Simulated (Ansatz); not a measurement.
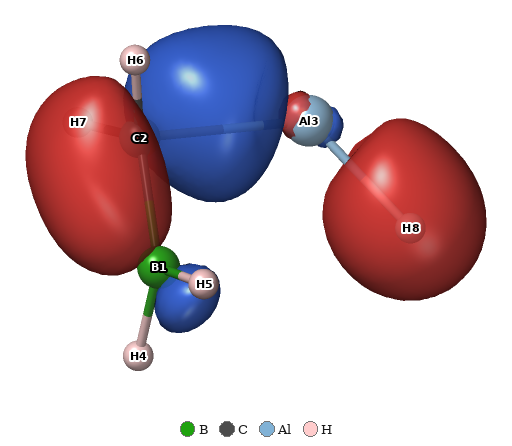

CH$_{5}$AlB (doublet). One frontier orbital at ±0.15 Å⁻³ᐟ² (blue and red are the two phases), seen at a tilt.

The calculation used UKS revPBE-D4/def2-SVP (Ansatz 0.2.0).

```
atom    x (Å)    y (Å)    z (Å)
   B  -0.7413   0.2728  -0.8784
   C   0.4056   0.7904  -0.0049
  Al   0.7805  -0.9828   0.9115
   H  -0.5130  -0.2328  -1.9670
   H  -1.8869   0.2603  -0.4549
   H   0.1820   1.4744   0.8417
   H   1.3783   1.0474  -0.4759
   H  -0.0627  -2.3292   0.5922
```

Which orbital is it: HOMO (β) or LUMO (β)?

The HOMO (β), at −6.91 eV. Its weight (Hirshfeld) is mainly on C2 (about 35 %), Al3 (about 25 %), H8 (about 20 %) and B1 (about 10 %).
